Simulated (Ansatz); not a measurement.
# ClFH₅NSi₂: a ladder of functionals and wavefunction methods, part 2 of 2

Ansatz 0.2.0, Gaussian basis; functionals in def2-TZVPP, the program's frozen cores in correlated methods. Earlier steps stand in the parts before.

### Step 14. CAM-B3LYP-D4 (range-separated)

in.yaml

```yaml
crystal:
  periodic: [false, false, false]
  atoms:
    - {symbol: F, position_ang: [-1.264265, 0.121759, 2.206985]}
    - {symbol: Si, position_ang: [0.148107, 0.145174, 1.474875]}
    - {symbol: Cl, position_ang: [1.261328, 1.541073, 2.463440]}
    - {symbol: N, position_ang: [0.030205, 0.581572, -0.158574]}
    - {symbol: Si, position_ang: [-0.170352, -0.468550, -1.526580]}
    - {symbol: H, position_ang: [0.732340, -1.196469, 1.618180]}
    - {symbol: H, position_ang: [0.019897, 1.575133, -0.347648]}
    - {symbol: H, position_ang: [-1.479567, -0.251673, -2.195086]}
    - {symbol: H, position_ang: [0.904599, -0.243649, -2.527134]}
    - {symbol: H, position_ang: [-0.099193, -1.855671, -1.005559]}
basis:
  gaussian: {orbitals: def2-TZVPP}
hamiltonian: {xc: {name: CAM-B3LYP}, dispersion: d4}
output: {orbitals: {seedname: orbitals}}
```

Command:

```
$ ansatz run in.yaml --threads 4 --pin off --events-out ev --progress --plain --max-ram 10444MiB
```

What it wrote, cut to the lines that bear on the results:

```text
Functional definition: CAM-B3LYP
  name "CAM-B3LYP"
  cite "Yanai, Tew & Handy, Chem. Phys. Lett. 393, 51 (2004) doi:10.1016/j.cplett.2004.06.011"
  cite "Iikura, Tsuneda, Yanai & Hirao, J. Chem. Phys. 115, 3540 (2001) doi:10.1063/1.1383587"
  cite "Becke, Phys. Rev. A 38, 3098 (1988) doi:10.1103/PhysRevA.38.3098"
  cite "Lee, Yang & Parr, Phys. Rev. B 37, 785 (1988) doi:10.1103/PhysRevB.37.785"
  cite "Vosko, Wilk & Nusair, Can. J. Phys. 58, 1200 (1980) doi:10.1139/p80-159"
[...]
  # Exact exchange under (alpha + beta erf(omega r))/r, Becke's under what is left of 1/r.
[...]
1501 factors; their error is unknown
342 factors; integrals over basis functions are off by at most 1.4e-5 eV
[...]
mean field -32573.45317040 eV, -1197.0523249326 hartree, gradient 5.4e-5 eV, S^2 0.000000; 0 other end points of the search recorded, 0 dependent functions left out
reference -32573.45331349 eV, -1197.0523301913 hartree; 33, 33 occupied and 225, 225 virtual orbitals, 1501 factors
Total energy: -32573.68010852 eV, -1197.0606647546 hartree
```

Wall time 4.1 s (4 threads of Arm Neoverse V1, shared host); peak memory 0.83 GiB.

With the free atoms at this level, -32537.838 eV in sum, the atomisation energy is 35.842 eV. HOMO -9.67 eV, LUMO 0.91 eV.

### Step 15. LC-ωPBE (range-separated)

in.yaml, as its differences from that of step 14:

```diff
@@ -15,3 +15,3 @@
   gaussian: {orbitals: def2-TZVPP}
-hamiltonian: {xc: {name: CAM-B3LYP}, dispersion: d4}
+hamiltonian: {xc: {name: LC-wPBE}}
 output: {orbitals: {seedname: orbitals}}
```

The command is unchanged.

What it wrote, cut to the lines that bear on the results:

```text
Functional definition: LC-wPBE
  name "LC-wPBE"
  cite "Vydrov & Scuseria, J. Chem. Phys. 125, 234109 (2006) doi:10.1063/1.2409292"
  cite "Heyd & Scuseria, J. Chem. Phys. 120, 7274 (2004) doi:10.1063/1.1668634"
  cite "Ernzerhof & Perdew, J. Chem. Phys. 109, 3313 (1998) doi:10.1063/1.476928"
  cite "Perdew, Burke & Ernzerhof, Phys. Rev. Lett. 77, 3865 (1996) doi:10.1103/PhysRevLett.77.3865"
  parent pbe
[...]
1476 factors; their error is unknown
443 factors; integrals over basis functions are off by at most 2.4e-5 eV
[...]
mean field -32563.19887167 eV, -1196.6754864049 hartree, gradient 6.1e-5 eV, S^2 0.000000; 0 other end points of the search recorded, 0 dependent functions left out
reference -32563.19887168 eV, -1196.6754864052 hartree; 33, 33 occupied and 225, 225 virtual orbitals, 1476 factors
Total energy: -32563.19887168 eV, -1196.6754864052 hartree
```

It took 2.7 s on 4 threads of Arm Neoverse V1, shared host; peak memory 0.52 GiB.

Atomisation energy: 35.318 eV (free atoms -32527.881 eV, run apart). HOMO -11.08 eV, LUMO 2.11 eV.

### Step 16. ωB97X-V (range-separated)

in.yaml, as its differences from that of step 15:

```diff
@@ -15,3 +15,3 @@
   gaussian: {orbitals: def2-TZVPP}
-hamiltonian: {xc: {name: LC-wPBE}}
+hamiltonian: {xc: {name: wB97X-V}}
 output: {orbitals: {seedname: orbitals}}
```

Same command.

What it wrote, cut to the lines that bear on the results:

```text
Functional definition: wB97X-V
  name "wB97X-V"
  cite "Mardirossian & Head-Gordon, Phys. Chem. Chem. Phys. 16, 9904 (2014) doi:10.1039/C3CP54374A"
  cite "Becke, J. Chem. Phys. 107, 8554 (1997) doi:10.1063/1.475007"
  cite "Vydrov & Van Voorhis, J. Chem. Phys. 133, 244103 (2010) doi:10.1063/1.3521275"
[...]
      + integral(e_c_pw_opposite_spin*poly(b97_u_opposite, cos0, cos1)) + vv10(b, c)
1498 factors; their error is unknown
307 factors; integrals over basis functions are off by at most 1.8e-5 eV
[...]
mean field -32568.20526712 eV, -1196.8594680444 hartree, gradient 1.8e-5 eV, S^2 0.000000; 0 other end points of the search recorded, 0 dependent functions left out
reference -32568.20526491 eV, -1196.8594679629 hartree; 33, 33 occupied and 225, 225 virtual orbitals, 1498 factors
Total energy: -32568.20526491 eV, -1196.8594679629 hartree
```

It took 8.5 s on 4 threads of Arm Neoverse V1, shared host; peak memory 0.9 GiB.

Atomisation energy: 35.981 eV (free atoms -32532.224 eV, run apart). HOMO -10.71 eV, LUMO 1.94 eV.

### Step 17. ωB97M-V (range-separated)

in.yaml, as its differences from that of step 16:

```diff
@@ -15,3 +15,3 @@
   gaussian: {orbitals: def2-TZVPP}
-hamiltonian: {xc: {name: wB97X-V}}
-output: {orbitals: {seedname: orbitals}}
+hamiltonian: {xc: {name: wB97M-V}}
+output: {forces: true, orbitals: {seedname: orbitals}}
```

Same command.

What it wrote, cut to the lines that bear on the results:

```text
Functional definition: wB97M-V
  name "wB97M-V"
  cite "Mardirossian & Head-Gordon, J. Chem. Phys. 144, 214110 (2016) doi:10.1063/1.4952647"
  cite "Becke, J. Chem. Phys. 107, 8554 (1997) doi:10.1063/1.475007"
  cite "Vydrov & Van Voorhis, J. Chem. Phys. 133, 244103 (2010) doi:10.1063/1.3521275"
  # Of w^i u^j: cxij and so on, Table III.
[...]
  gx(w, u) = 1 - cx + cx01*u + cx10*w
  gss(w, u) = css00 + css04*u^4 + css10*w + css20*w^2 + css43*w^4*u^3
  gos(w, u) = cos00 + cos10*w + (cos20 + cos21*u)*w^2 + (cos60 + cos61*u)*w^6
[...]
      + integral(e_c_pw_mod_opposite_spin*gos(b97_w_opposite, b97_u_opposite)) + vv10(b, c)
1498 factors; their error is unknown
307 factors; integrals over basis functions are off by at most 1.8e-5 eV
[...]
Atom 0 at    -1.264265     0.121759     2.206985 Å, force    -0.115496     0.001266     0.057941 eV/Å
Atom 1 at     0.148107     0.145174     1.474875 Å, force     0.169563    -0.211205    -0.024923 eV/Å
Atom 2 at     1.261328     1.541073     2.463440 Å, force     0.023085     0.037790     0.023556 eV/Å
Atom 3 at     0.030205     0.581572    -0.158574 Å, force    -0.003306     0.045389    -0.012958 eV/Å
Atom 4 at    -0.170352    -0.468550    -1.526580 Å, force    -0.026338    -0.127317    -0.177778 eV/Å
Atom 5 at     0.732340    -1.196469     1.618180 Å, force    -0.072841     0.164230    -0.022388 eV/Å
Atom 6 at     0.019897     1.575133    -0.347648 Å, force     0.004328    -0.015575     0.010371 eV/Å
Atom 7 at    -1.479567    -0.251673    -2.195086 Å, force     0.159240    -0.025621     0.079623 eV/Å
Atom 8 at     0.904599    -0.243649    -2.527134 Å, force    -0.130793    -0.026499     0.119368 eV/Å
Atom 9 at    -0.099193    -1.855671    -1.005559 Å, force    -0.007443     0.157542    -0.052813 eV/Å
Dipole moment:     0.074375     0.024682    -0.372806 e Å
```

Run time: 13 s. Hardware: 4 threads of Arm Neoverse V1, shared host; peak memory 1 GiB.

With the free atoms at this level, -32534.984 eV in sum, the atomisation energy is 35.877 eV. HOMO -10.58 eV, LUMO 1.58 eV.

### Step 18. B2PLYP (double hybrid)

in.yaml, as its differences from that of step 17:

```diff
@@ -15,3 +15,2 @@
   gaussian: {orbitals: def2-TZVPP}
-hamiltonian: {xc: {name: wB97M-V}}
-output: {forces: true, orbitals: {seedname: orbitals}}
+hamiltonian: {xc: {name: B2PLYP}}
```

Launched as before.

What it wrote, cut to the lines that bear on the results:

```text
Functional definition: B2PLYP
  name "B2PLYP"
  cite "Grimme, J. Chem. Phys. 124, 034108 (2006) doi:10.1063/1.2148954"
  cite "Becke, Phys. Rev. A 38, 3098 (1988) doi:10.1103/PhysRevA.38.3098"
  cite "Lee, Yang & Parr, Phys. Rev. B 37, 785 (1988) doi:10.1103/PhysRevB.37.785"
[...]
1516 factors; integrals over basis functions are off by at most 1.2e-3 eV
[...]
mean field -32553.37276392 eV, -1196.3143836056 hartree, gradient 5.1e-6 eV, S^2 0.000000; 0 other end points of the search recorded, 0 dependent functions left out
17 core orbitals not correlated: weight in the atoms' cores, before any rotation towards them, 1.000 or more for the frozen orbitals, at most 0.000 for the correlated occupied ones
reference -32553.37295069 eV, -1196.3143904690 hartree; 16, 16 occupied and 225, 225 virtual orbitals, 1516 factors
second order -29.21500214 eV of doubles, -0.00000000 eV of singles
Total energy: -32561.26100126 eV, -1196.6042709811 hartree
```

Wall time 5.5 s (4 threads of Arm Neoverse V1, shared host); peak memory 0.68 GiB.

Atomisation energy: 35.231 eV (free atoms -32526.030 eV, run apart).

### Step 19. PBE-QIDH (double hybrid)

in.yaml, as its differences from that of step 18:

```diff
@@ -15,2 +15,2 @@
   gaussian: {orbitals: def2-TZVPP}
-hamiltonian: {xc: {name: B2PLYP}}
+hamiltonian: {xc: {name: PBE-QIDH}}
```

Same command.

What it wrote, cut to the lines that bear on the results:

```text
Functional definition: PBE-QIDH
  name "PBE-QIDH"
  cite "Brémond, Sancho-García, Pérez-Jiménez & Adamo, J. Chem. Phys. 141, 031101 (2014) doi:10.1063/1.4890314"
  cite "Perdew, Burke & Ernzerhof, Phys. Rev. Lett. 77, 3865 (1996) doi:10.1103/PhysRevLett.77.3865"
[...]
1516 factors; integrals over basis functions are off by at most 1.2e-3 eV
[...]
mean field -32542.42323780 eV, -1195.9119959424 hartree, gradient 4.3e-6 eV, S^2 0.000000; 0 other end points of the search recorded, 0 dependent functions left out
17 core orbitals not correlated: weight in the atoms' cores, before any rotation towards them, 1.000 or more for the frozen orbitals, at most 0.000 for the correlated occupied ones
reference -32542.42325175 eV, -1195.9119964551 hartree; 16, 16 occupied and 225, 225 virtual orbitals, 1516 factors
second order -27.20572909 eV of doubles, -0.00000000 eV of singles
Total energy: -32551.49182811 eV, -1196.2452604896 hartree
```

Run time: 6 s. Hardware: 4 threads of Arm Neoverse V1, shared host; peak memory 0.68 GiB.

With the free atoms at this level, -32516.244 eV in sum, the atomisation energy is 35.248 eV.

### Step 20. Frontier levels by functional

Dipoles come from the runs that computed forces. Levels, from each run's orbital file:

```tsv
functional	HOMO (eV)	LUMO (eV)	gap (eV)	dipole (D)
LDA (SPW92)	-7.03	-1.11	5.92	
PBE-D4	-6.89	-0.87	6.03	1.77
revPBE-D4	-6.84	-0.76	6.08	
BLYP-D4	-6.76	-0.75	6.01	
r2SCAN-D4	-7.22	-0.43	6.79	1.81
B97M-V	-7.35	-0.72	6.62	
PBE0-D4	-8.28	-0.03	8.26	
B3LYP-D4	-8.04	-0.25	7.79	1.85
r2SCANh-D4	-7.73	-0.15	7.58	
r2SCAN0-D4	-8.51	0.25	8.75	
HSE06-D4	-7.88	-0.40	7.48	
BHLYP-D4	-9.58	0.78	10.35	
CAM-B3LYP-D4	-9.67	0.91	10.59	
LC-ωPBE	-11.08	2.11	13.19	
ωB97X-V	-10.71	1.94	12.65	
ωB97M-V	-10.58	1.58	12.16	1.83
```

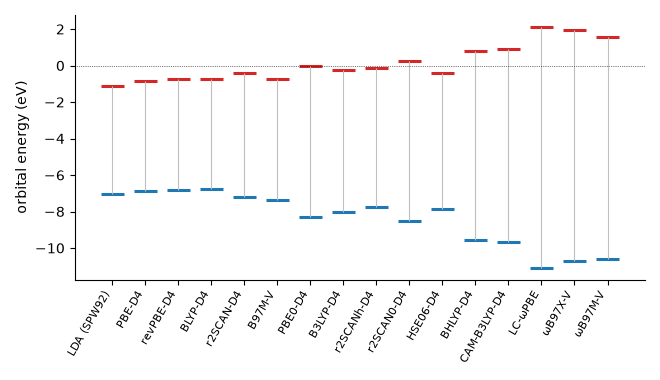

Highest occupied (blue) and lowest empty (red) level by functional.

### Step 21. CCSD(T) in def2-SVP

in.yaml, as its differences from that of step 19:

```diff
@@ -14,3 +14,3 @@
 basis:
-  gaussian: {orbitals: def2-TZVPP}
-hamiltonian: {xc: {name: PBE-QIDH}}
+  gaussian: {orbitals: def2-SVP}
+correlation: {method: ccsd_t}
```

Launched as before.

What it wrote, cut to the lines that bear on the results:

```text
Functional definition: HF
  name "HF"
  cite "Fock, Z. Phys. 61, 126 (1930) doi:10.1007/BF01340294"
  parent pbe
[...]
1016 factors; integrals over basis functions are off by at most 1.1e-3 eV
[...]
mean field -32487.31634455 eV, -1193.8868549681 hartree, gradient 1.3e-6 eV, S^2 0.000000; 0 other end points of the search recorded, 0 dependent functions left out
17 core orbitals not correlated: weight in the atoms' cores, before any rotation towards them, 1.000 or more for the frozen orbitals, at most 0.000 for the correlated occupied ones
reference -32487.31634455 eV, -1193.8868549681 hartree; 16, 16 occupied and 74, 74 virtual orbitals, 1016 factors
second order -18.42374358 eV of doubles, -0.00000000 eV of singles
cycle   1  -19.25241644 eV  change   -8.3e-1 eV  update   9.5e-2
[...]
cycle   8  -19.81388936 eV  change    2.1e-5 eV  update   2.9e-5
perturbative correction -0.41814230 eV, -0.0153664461 hartree
Total energy: -32507.54837621 eV, -1194.6303684181 hartree
```

Wall time 3.9 s (4 threads of Arm Neoverse V1, shared host).

### Step 22. CCSD(T) in def2-TZVPP

in.yaml, as its differences from that of step 21:

```diff
@@ -14,3 +14,4 @@
 basis:
-  gaussian: {orbitals: def2-SVP}
+  gaussian: {orbitals: def2-TZVPP}
 correlation: {method: ccsd_t}
+output: {orbitals: {seedname: orbitals}}
```

Launched as before.

What it wrote, cut to the lines that bear on the results:

```text
Functional definition: HF
  name "HF"
  cite "Fock, Z. Phys. 61, 126 (1930) doi:10.1007/BF01340294"
  parent pbe
[...]
1516 factors; integrals over basis functions are off by at most 1.2e-3 eV
[...]
mean field -32502.95206591 eV, -1194.4614571301 hartree, gradient 3.2e-6 eV, S^2 0.000000; 0 other end points of the search recorded, 0 dependent functions left out
17 core orbitals not correlated: weight in the atoms' cores, before any rotation towards them, 1.000 or more for the frozen orbitals, at most 0.000 for the correlated occupied ones
reference -32502.95206591 eV, -1194.4614571301 hartree; 16, 16 occupied and 225, 225 virtual orbitals, 1516 factors
second order -24.23692362 eV of doubles, -0.00000000 eV of singles
cycle   1  -24.91069860 eV  change   -6.7e-1 eV  update   1.0e-1
[...]
cycle   8  -25.58569595 eV  change    3.7e-5 eV  update   3.8e-5
perturbative correction -0.90691893 eV, -0.0333286561 hartree
Total energy: -32529.44468080 eV, -1195.4350427697 hartree
```

Wall time 2.5 min (4 threads of Arm Neoverse V1, shared host); peak memory 5.6 GiB.

### Step 23. MP2 in def2-QZVPP

in.yaml, as its differences from that of step 22:

```diff
@@ -14,4 +14,3 @@
 basis:
-  gaussian: {orbitals: def2-TZVPP}
-correlation: {method: ccsd_t}
-output: {orbitals: {seedname: orbitals}}
+  gaussian: {orbitals: "def2-QZVPP.json"}
+correlation: {method: mp2}
```

The command is unchanged.

What it wrote:

```text
Functional definition: HF
  name "HF"
  cite "Fock, Z. Phys. 61, 126 (1930) doi:10.1007/BF01340294"
  parent pbe
  exchange = exact_x
  correlation = 0
2805 factors; integrals over basis functions are off by at most 8.7e-4 eV
mean field evaluation 1: about -32499.8441 eV, gradient 4.4e1 eV
mean field evaluation 2: about -32499.9978 eV, gradient 4.4e1 eV
mean field evaluation 4: about -32503.9689 eV, gradient 3.4e0 eV
mean field evaluation 8: about -32504.0224 eV, gradient 2.1e-1 eV
mean field -32504.02261318 eV, -1194.5007990165 hartree, gradient 2.1e-6 eV, S^2 0.000000; 0 other end points of the search recorded, 0 dependent functions left out
17 core orbitals not correlated: weight in the atoms' cores, before any rotation towards them, 1.000 or more for the frozen orbitals, at most 0.000 for the correlated occupied ones
reference -32504.02261318 eV, -1194.5007990165 hartree; 16, 16 occupied and 441, 441 virtual orbitals, 2805 factors
second order -26.37536194 eV of doubles, -0.00000000 eV of singles
Total energy: -32530.39797512 eV, -1195.4700756899 hartree
```

It took 20 s on 4 threads of Arm Neoverse V1, shared host; peak memory 2.8 GiB.

The pieces so far (eV):

```tsv
basis	HF	MP2 correlation	CCSD correlation	(T)	total
def2-SVP	-32487.3163	-18.4237	-19.8139	-0.4181	-32507.5484
def2-TZVPP	-32502.9521	-24.2369	-25.5857	-0.9069	-32529.4447
def2-QZVPP	-32504.0226	-26.3754			-32530.3980 (MP2)
```

The report of the def2-TZVPP run gives T1 = 0.0107.

### Step 24. From triple and quadruple zeta to the limit

No new run: Hartree-Fock is extrapolated as exp(−7.88√X) and correlation as X^−2.97, with X = 3 and 4; only MP2 was run in the larger set, so CCSD(T) minus MP2 is added from the smaller one.

```tsv
level	energy at the limit (eV)
HF	-32504.1701
MP2	-32532.1295
CCSD	-32533.4782
CCSD(T)	-32534.3851
```

### Step 25. RPA on PBE orbitals

in.yaml, as its differences from that of step 23:

```diff
@@ -14,3 +14,4 @@
 basis:
-  gaussian: {orbitals: "def2-QZVPP.json"}
-correlation: {method: mp2}
+  gaussian: {orbitals: def2-TZVPP}
+hamiltonian: {xc: pbe}
+correlation: {method: rpa}
```

Launched as before.

What it wrote, cut to the lines that bear on the results:

```text
Functional definition: PBE
  name "PBE"
  cite "Perdew, Burke & Ernzerhof, Phys. Rev. Lett. 77, 3865 (1996) doi:10.1103/PhysRevLett.77.3865"
  parent pbe
[...]
1516 factors; integrals over basis functions are off by at most 1.2e-3 eV
[...]
mean field -32555.83334056 eV, -1196.4048081291 hartree, gradient 3.4e-6 eV, S^2 0.000000; 0 other end points of the search recorded, 0 dependent functions left out
17 core orbitals not correlated: weight in the atoms' cores, before any rotation towards them, 1.000 or more for the frozen orbitals, at most 0.000 for the correlated occupied ones
reference -32501.07108632 eV, -1194.3923324050 hartree; 16, 16 occupied and 225, 225 virtual orbitals, 1516 factors
Total energy: -32541.10901284 eV, -1195.8636990659 hartree
```

Wall time 6 s (4 threads of Arm Neoverse V1, shared host); peak memory 0.59 GiB.

RPA correlation: -40.038 eV. No RPA run of the hydrogen atom was made, so RPA has no atomisation energy below.

### Step 26. All levels against the reference

Free atoms (1 F, 2 Si, 1 Cl, 1 N, 5 H) were run apart at each level; the atomisation energy is their sum less the molecule, without zero-point or spin-orbit terms.

Differences are taken before rounding.

```tsv
method	rung	atomisation energy (eV)	from CCSD(T)/CBS (eV)	time
LDA (SPW92)	LDA	40.051	+4.196	1.3 s
PBE-D4	GGA	35.669	-0.186	2.7 s
revPBE-D4	GGA	34.896	-0.958	2.1 s
BLYP-D4	GGA	35.389	-0.466	2.1 s
r2SCAN-D4	meta-GGA	35.621	-0.234	5.5 s
B97M-V	meta-GGA	35.836	-0.018	9 s
PBE0-D4	hybrid	35.250	-0.604	3.5 s
B3LYP-D4	hybrid	35.570	-0.284	5.5 s
r2SCANh-D4	hybrid	35.416	-0.438	5.5 s
r2SCAN0-D4	hybrid	35.126	-0.728	6 s
HSE06-D4	hybrid	35.268	-0.586	3.9 s
BHLYP-D4	hybrid	34.863	-0.991	3.6 s
CAM-B3LYP-D4	range-separated	35.842	-0.012	4.1 s
LC-ωPBE	range-separated	35.318	-0.536	2.7 s
ωB97X-V	range-separated	35.981	+0.127	8.5 s
ωB97M-V	range-separated	35.877	+0.022	13 s
B2PLYP	double hybrid	35.231	-0.624	5.5 s
PBE-QIDH	double hybrid	35.248	-0.607	6 s
HF/def2-TZVPP	wavefunction	26.377	-9.478	
MP2/def2-TZVPP	wavefunction	35.289	-0.566	
CCSD/def2-TZVPP	wavefunction	34.233	-1.621	
CCSD(T)/def2-SVP	wavefunction	32.665	-3.189	3.9 s
CCSD(T)/def2-TZVPP	wavefunction	34.693	-1.161	2.5 min
MP2/CBS	wavefunction	36.450	+0.596	
CCSD(T)/CBS	wavefunction	35.854	0	2.8 min
```

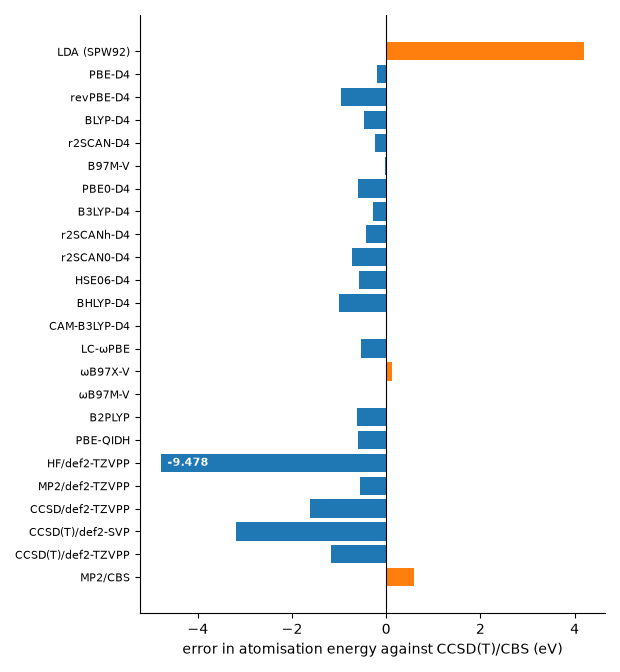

How far each level lands from CCSD(T)/CBS. Bars with a number in them are cut short.

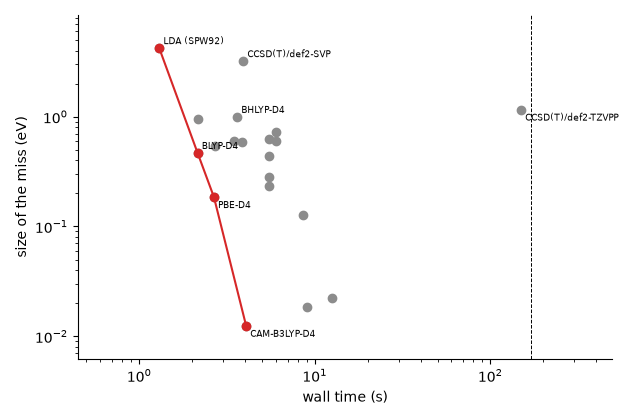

Accuracy for the time spent; red marks the levels that beat every quicker one drawn (of those quicker than the yardstick), and the dashed line is the time of CCSD(T)/CBS. Only those levels and the largest misses are named. Times are from a shared host.

LDA (SPW92), LC-ωPBE, B2PLYP, PBE-QIDH carry no dispersion term (for B3LYP, D4 adds 0.422 eV).

Times are those of the molecule's run; HF, MP2 and CCSD come out of the CCSD(T) runs, and the limit's time is the sum of the runs that it needs.

### Step 27. Results

What follows sums up all 2 parts.

```
                               quantity                                      value
        atomisation energy, CCSD(T)/CBS                                  35.854 eV
    functionals within 0.179 eV (0.5 %)     B97M-V, CAM-B3LYP-D4, ωB97X-V, ωB97M-V
                    farthest beyond LDA                       BHLYP-D4 (-0.991 eV)
                mean size of error, GGA                                   0.537 eV
           mean size of error, meta-GGA                                   0.126 eV
             mean size of error, hybrid                                   0.605 eV
    mean size of error, range-separated                                   0.174 eV
      mean size of error, double hybrid                                   0.615 eV
              gap, smallest and largest  5.92 eV (LDA (SPW92)), 13.19 eV (LC-ωPBE)
                          T1 diagnostic                                     0.0107
triples share of the correlation energy                                      3.4 %
```

In words: The LDA atomisation energy is off by 4.196 eV (12 %): it overbinds. PBE-D4 is off by -0.186 eV. Double hybrids carry the basis error of their MP2 part in triple zeta, and no dispersion term here, so their miss is partly the set-up's. The rungs meta-GGA, range-separated miss on average by less than the doubt on the reference (0.179 eV), so they tie. The reference freezes the cores and leaves out relativity and excitations past (T), so misses under about 0.179 eV can't be ranked. Hartree-Fock recovers 74 % of the binding; the rest is correlation. CCSD(T) in def2-SVP is off by -3.189 eV, worse than the median functional, from the basis alone. Orbital gaps span 5.9 to 13.2 eV; exact exchange widens them.

CAM-B3LYP-D4 reaches 0.012 eV from the reference in 4.1 s, where CCSD(T)/CBS took 2.8 min; the quickest level in the cost chart, LDA (SPW92), takes 1.3 s and misses by 4.196 eV.
